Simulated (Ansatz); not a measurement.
# BAs, pressure series

Base system: BAs in the zinc blende structure (space group F-43m, No. 216; a = 4.784 Å).

Cell and atoms are relaxed at each pressure.

The values are results of r2SCAN (Ansatz, a first-principles code; PAW; 500 eV plane waves; spin-orbit coupling left out), not measurements.

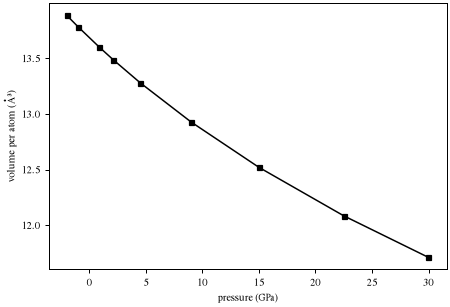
Figure. Volume against pressure

Question: Estimate the zero-pressure bulk modulus from the plot.

Answer: About 140 GPa; a third-order Birch–Murnaghan fit to the points gives V₀ = 13.69 Å³/atom, B₀ = 141 GPa and B₀′ = 4.0.

Load acts through the strain it causes; cell and atoms are relaxed under it. Stability against distortions was not tested. No other phases were tried under pressure.
